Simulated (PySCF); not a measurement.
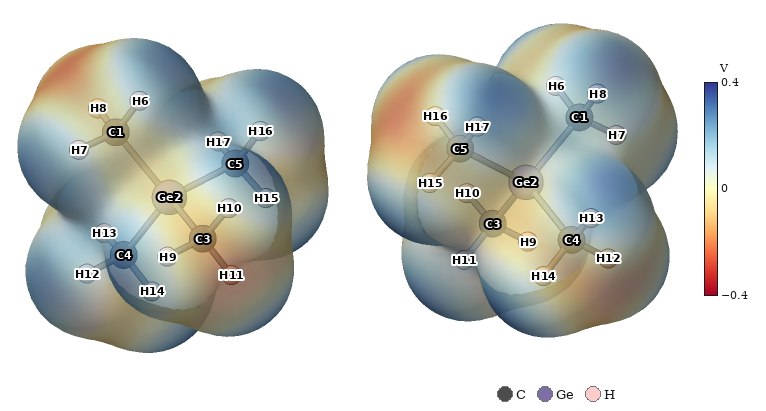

C4H12Ge, SMILES `C[Ge](C)(C)C`. Electrostatic potential on the surface of electron density 0.001 a.u. (back view left, front view right).

Computed with PySCF, BP86/def2-SVP, geometry: GFN2-xTB. No frequency check shows the geometry to be a minimum. GFN2-xTB bond lengths at metals and heavier atoms can be off by up to 0.1 Å and shapes distorted, which carries into these values.

The calculation's input:

```python
import numpy as np
from pyscf import gto, scf, dft
from pyscf.scf import atom_ks, atom_hf
from scipy.linalg import block_diag

def solve(mol, dm0=None, hcore=None):
    mf = (dft.UKS if mol.spin else dft.RKS)(mol, xc='bp86')
    mf.grids.level = 3
    mf = mf.density_fit(auxbasis='def2-universal-jkfit')
    mf.conv_tol, mf.max_cycle = 1e-8, 80
    if hcore is not None:
        mf.get_hcore = lambda *args: hcore
    mf.kernel(dm0)
    if not mf.converged:
        mf = mf.newton().run(mf.mo_coeff, mf.mo_occ, max_cycle=30)
    assert mf.converged, 'SCF not converged'
    return mf

mol = gto.M(atom='''
C      0.98214     1.08682    -1.34211
Ge    -0.00034    -0.00014     0.00052
C     -1.03139    -1.42542    -0.92407
C      1.29738    -0.82973     1.25615
C     -1.24977     1.16808     1.01232
H      0.29491     1.53171    -2.05633
H      1.68742     0.47209    -1.89486
H      1.53453     1.88748    -0.86272
H     -0.37183    -2.06369    -1.50536
H     -1.76295    -0.99443    -1.60224
H     -1.55827    -2.04779    -0.20920
H      2.00051    -1.46225     0.72321
H      1.88762    -0.06716     1.75970
H      0.78534    -1.44024     1.99374
H     -1.81593     0.59343     1.73705
H     -1.95391     1.65263     0.34171
H     -0.70670     1.94423     1.54478
''', basis='def2-svp', charge=0, spin=0, verbose=4)
mf = solve(mol)
mf.analyze()
# spherically averaged free atoms, for the promolecule
atm = atom_ks.get_atm_nrks(mol, xc='bp86')
pro = block_diag(*[(atm[a[0]][2] * atm[a[0]][3]) @ atm[a[0]][2].T for a in mol._atom])
np.savez('result.npz', e=mf.e_tot, c=mf.mo_coeff, occ=mf.mo_occ, eps=mf.mo_energy, pro=pro, dip=mf.dip_moment(verbose=0), s2=mf.spin_square()[0])
```

Run with:

```sh
OMP_NUM_THREADS=1 python input.py
```

The run took 12 s on 1 thread of AMD EPYC 9R45 96-Core Processor (Zen 5) (shared host), peak memory 0.57 GiB.

Partitions, critical points and surface values were worked out afterwards from this run's density.

**Where are the extremes of the potential on the surface?**

Highest: 0.33 V, 1.3 Å from H14, and at like points elsewhere. Lowest: −0.21 V, near H14 (1.78 Å), H13 (1.88 Å), H12 (1.92 Å) and C4 (1.94 Å), and at like points elsewhere. Further minima include −0.07 V, near H12 (1.84 Å), H14 (1.96 Å) and C4 (2.03 Å). The surface is sampled at points, so like sites can differ by a few per cent and only the strongest of them is named.
